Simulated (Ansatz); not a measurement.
**CuSe (P4/nmm): relaxation of cell and ions in Python**

What cell does CuSe (P4/nmm) relax to? Wanted for CuSe (P4/nmm): a relaxation of cell and ions.

All numbers are computed with the Python package of Ansatz 0.2.0. Level of theory: DFT PBEsol, plane waves, PAW.

## Step 1: Starting point

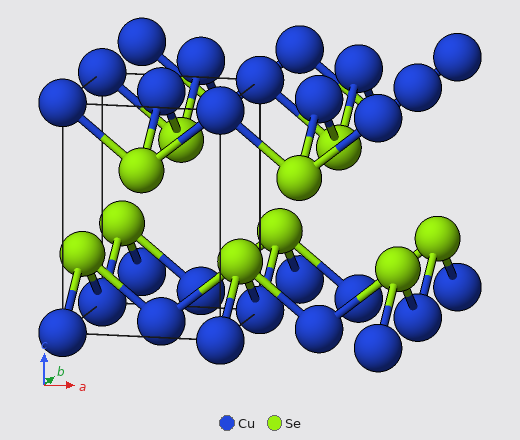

The structure that the script starts from, seen slightly off an axis (copper blue, selenium green). 2×2×1 cells are drawn. Atoms on cell faces are repeated.

No structure file is read: the coordinates are typed or built in the script.

## Step 2: The script

Contents of vcrelax_cuse.py:

```python
# -*- coding: utf-8 -*-
from dataclasses import dataclass
import warnings

import ansatz as az
from ase import Atoms
from ase.neighborlist import neighbor_list
import matplotlib.pyplot as plt
import numpy as np


@dataclass
class Settings:
    functional: str = 'pbesol'
    ecut: int = 470
    mesh: tuple[int, ...] = (5, 5, 3)
    filling: str = 'Fermi-Dirac'


cfg = Settings()

def edges_and_angles(cell):
    cell = np.asarray(cell)
    a, b, c = np.linalg.norm(cell, axis=1)
    cosines = cell[1] @ cell[2] / (b * c), cell[0] @ cell[2] / (a * c), cell[0] @ cell[1] / (a * b)
    return (a, b, c, *np.degrees(np.arccos(cosines)))


def main():
    warnings.simplefilter('ignore', az.DeckWarning)

    atoms = Atoms(
        ['Cu', 'Cu', 'Se', 'Se'],
        scaled_positions=[
            (0.0, 0.0, 0.0),
            (0.5, 0.5, 0.0),
            (0.5, 0.0, 0.722996),
            (0.0, 0.5, 0.277004),
        ],
        cell=[
            (3.77458, 0.0, 0.0),
            (0.0, 3.77458, 0.0),
            (0.0, 0.0, 5.438343),
        ],
        pbc=True,
    )
    system = az.Crystal.from_ase(atoms)

    job = (
        system.calculation()
        .functional(cfg.functional)
        .basis(cfg.ecut)
        .kpoints(*cfg.mesh)
        .occupations(cfg.filling)
        .relax(fix_cell=['angles'])
    )
    steps = []


    def follow(event):
        if event['event'] != 'relax_step':
            return
        row = event['data']
        steps.append(row)
        print(f'step {row["step"]:3d}  E = {row["lagrangian_ev"]:.5f} eV  largest force component = {row["allowed_force_max_ev_ang"]:.4f} eV/A  P = {row["pressure_gpa"]:.3f} GPa')


    res = job.session().plan(threads=1).execute(on_event=follow)
    rep = res.report

    first, last = steps[0], steps[-1]
    symbols = [site.symbol for site in res.lattice.sites]
    print(f'energy gained {first["lagrangian_ev"] - last["lagrangian_ev"]:.4f} eV in {len(steps) - 1} steps')
    for label, vectors in (('before', first['cell_ang']), ('after', res.lattice.cell_ang)):
        print(label, 'a b c (A) {:.4f} {:.4f} {:.4f}  angles {:.2f} {:.2f} {:.2f}'.format(*edges_and_angles(vectors)), f' V = {abs(np.linalg.det(vectors)):.3f} A^3')
    print('final stress xx yy zz (GPa, compression positive):', np.round(np.diag(rep['stress_gpa']), 3) + 0.0)

    print('relaxed fractional positions')
    for site in res.lattice.sites:
        print(f'  {site.symbol:2s}', ' '.join(f'{v % 1:8.5f}' for v in np.round(site.position_frac, 5)))

    change = np.array(last['positions_ang']) @ np.linalg.inv(last['cell_ang']) - np.array(first['positions_ang']) @ np.linalg.inv(first['cell_ang'])
    moved = np.linalg.norm(change @ np.array(last['cell_ang']), axis=1)
    print('displacement within the cell, strain taken out (A):', ' '.join(f'{s}:{d:.3f}' for s, d in zip(symbols, moved)))

    fig, (top, bottom) = plt.subplots(2, 1, sharex=True, figsize=(4.5, 4))
    top.plot([s['lagrangian_ev'] - last['lagrangian_ev'] for s in steps], 'o-')
    top.set_ylabel('E - E(final) (eV)')
    bottom.semilogy([max(s['allowed_force_max_ev_ang'], 1e-6) for s in steps], 's-')
    bottom.set(xlabel='step', ylabel='largest force (eV/A)')
    fig.tight_layout()
    fig.savefig('relax.png', dpi=100)

    final = Atoms(symbols, positions=last['positions_ang'], cell=res.lattice.cell_ang, pbc=True)
    i, j, d = neighbor_list('ijd', final, 4.5)
    print('neighbours within 1.2 times the shortest distance of each atom (A)')
    for atom in range(len(final)):
        near = [m for m in np.argsort(d) if i[m] == atom]
        shell = [m for m in near if d[m] < 1.2 * d[near[0]]]
        print(f'{symbols[atom]}{atom} ({len(shell)}):', ', '.join(f'{symbols[j[m]]} {d[m]:.3f}' for m in shell))

    print(f'free energy      {rep["free_energy_ev"]:.5f} eV')
    print(f'per atom         {rep["free_energy_ev"] / len(res.lattice.sites):.5f} eV')
    print(f'SCF iterations   {rep["n_iterations"]}  (converged: {rep["converged"]})')


if __name__ == '__main__':
    main()
```

## Step 3: The input behind the calls

The package turns the script's settings into the engine's input:

```yaml
crystal:
  lattice:
    - [3.77458, 0.0, 0.0]
    - [0.0, 3.77458, 0.0]
    - [0.0, 0.0, 5.438343]
  atoms:
    - { symbol: Cu, position: [0.0, 0.0, 0.0] }
    - { symbol: Cu, position: [0.5, 0.5, 0.0] }
    - { symbol: Se, position: [0.5, 0.0, 0.722996] }
    - { symbol: Se, position: [0.0, 0.5, 0.277004] }
basis:
  ecutwfc: 470.0
kpoints:
  mp_grid:
    grid: [5, 5, 3]
hamiltonian:
  xc: pbesol
scf:
  occupations:
    method: fermi_dirac
relax:
  cell:
    fix: [angles]
```

## Step 4: Running it

Started as:

```console
python vcrelax_cuse.py
```

The log of the run:

```text
step   1  E = -24026.32451 eV  largest force component = 0.0208 eV/A  P = -1.906 GPa
step   2  E = -24026.35014 eV  largest force component = 0.0069 eV/A  P = -0.293 GPa
step   3  E = -24026.35197 eV  largest force component = 0.0209 eV/A  P = 0.031 GPa
step   4  E = -24026.35202 eV  largest force component = 0.0551 eV/A  P = -0.320 GPa
step   5  E = -24026.35245 eV  largest force component = 0.0002 eV/A  P = -0.003 GPa
step   6  E = -24026.35132 eV  largest force component = 0.0004 eV/A  P = -0.015 GPa
energy gained 0.0268 eV in 5 steps
before a b c (A) 3.7746 3.7746 5.4383  angles 90.00 90.00 90.00  V = 77.483 A^3
after a b c (A) 3.7023 3.7023 5.3336  angles 90.00 90.00 90.00  V = 73.109 A^3
final stress xx yy zz (GPa, compression positive): [-0.017 -0.017 -0.012]
relaxed fractional positions
  Cu  0.00000  0.00000  0.00000
  Cu  0.50000  0.50000  0.00000
  Se  0.50000  0.00000  0.71126
  Se  0.00000  0.50000  0.28874
displacement within the cell, strain taken out (A): Cu:0.000 Cu:0.000 Se:0.063 Se:0.063
neighbours within 1.2 times the shortest distance of each atom (A)
Cu0 (8): Se 2.408, Se 2.408, Se 2.408, Se 2.408, Cu 2.618, Cu 2.618, Cu 2.618, Cu 2.618
Cu1 (8): Se 2.408, Se 2.408, Se 2.408, Se 2.408, Cu 2.618, Cu 2.618, Cu 2.618, Cu 2.618
Se2 (4): Cu 2.408, Cu 2.408, Cu 2.408, Cu 2.408
Se3 (4): Cu 2.408, Cu 2.408, Cu 2.408, Cu 2.408
free energy      -24026.35132 eV
per atom         -6006.58783 eV
SCF iterations   7  (converged: True)
```

Wall time 18 s (1 thread of Arm Neoverse V1, shared host); peak memory 0.51 GiB.

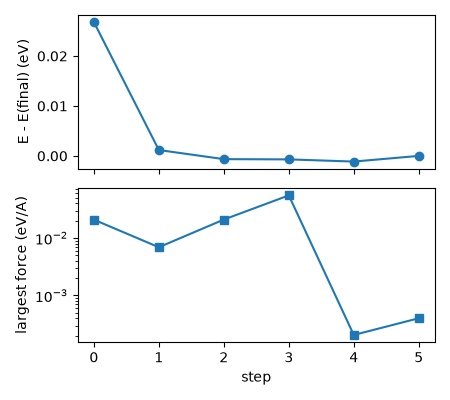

The script's own figure, relax.png.

Lines on the test bed's own set-up are left out of the output.

A comment line of the script is reworded here; the code is as run.

## Step 5: Size and end state of the run

The report of the run holds:

```csv
item,value
SCF cycles in all,40
k-points solved,12
plane waves,1699
bands,42
valence electrons,70
free energy (eV),-24026.35132
Fermi level (eV),10.563
"lowest empty less highest filled level on the mesh, by band count (eV)",-2.516
pressure (GPa; positive when compressed),-0.02
```

## Step 6: The relaxation, step by step

Step by step:

```csv
step,E - E(step 1) (eV/cell),largest force component (eV/Å),pressure (GPa),volume (Å³)
1,0.0000,0.0208,-1.91,77.48
2,-0.0256,0.0069,-0.29,73.21
3,-0.0275,0.0209,0.03,73.04
4,-0.0275,0.0551,-0.32,73.11
5,-0.0279,0.0002,0.00,73.11
6,-0.0268,0.0004,-0.02,73.11
```

Step 1 is the start. Step 6 repeats the geometry before it on a plane-wave basis chosen anew for that cell, so its energy need not be comparable with the rows above.

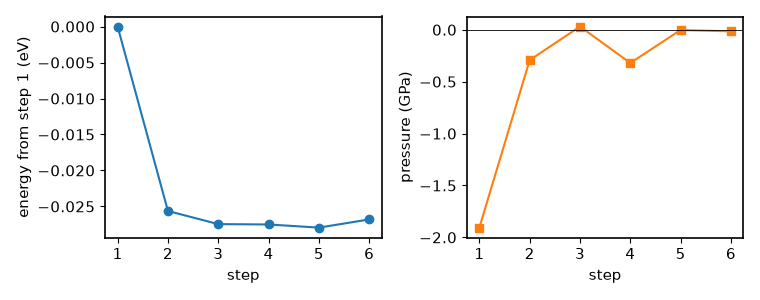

Energy and pressure along the relaxation.

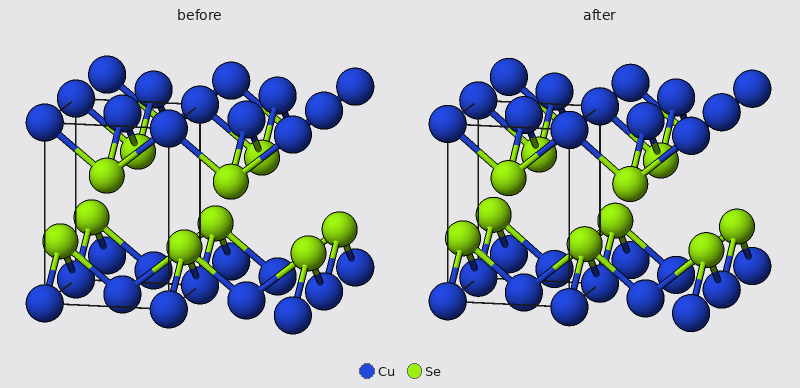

Before and after, at one scale.

|  | before | after | change |
| --- | --- | --- | --- |
| a (Å) | 3.775 | 3.702 | -1.9 % |
| b (Å) | 3.775 | 3.702 | -1.9 % |
| c (Å) | 5.438 | 5.334 | -1.9 % |
| volume (Å³/atom) | 19.37 | 18.28 | -5.6 % |
| shortest distance (Å) | 2.415 | 2.408 | -0.3 % |
| space group (0.01 Å) | P4/nmm | P4/nmm | same |

The run keeps the 16 symmetry operations of the start, so it could not have lowered the symmetry.

## Step 7: What came out

| quantity | value |
| --- | --- |
| free energy | -24026.3513 eV (-6006.5878 eV/atom) |
| moves of the relaxation | 4 |
| energy gained (ahead of the last change of basis) | 7.0 meV/atom |
| last largest force component | 0.0004 eV/Å |
| relaxed conventional cell | a = 3.702 Å, b = 3.702 Å, c = 5.334 Å, α = 90.00°, β = 90.00°, γ = 90.00° |
| space group at the end | P4/nmm |

In words: Over 4 moves the cell shrank by 5.6 % in volume, and the space group stayed P4/nmm. What to keep in mind:
- The mesh is modest for a metal, so energies can be off by several to tens of meV an atom and pressures by half a GPa or more; differences at equal mesh fare better.
- Energies along a relaxation are free energies. Rows at an unchanged volume are solved on a plane-wave basis chosen afresh for that cell, so the energy jumps there and such rows are no steps of the walk.
- This cell is a computed structure, which may not be the phase found in nature.
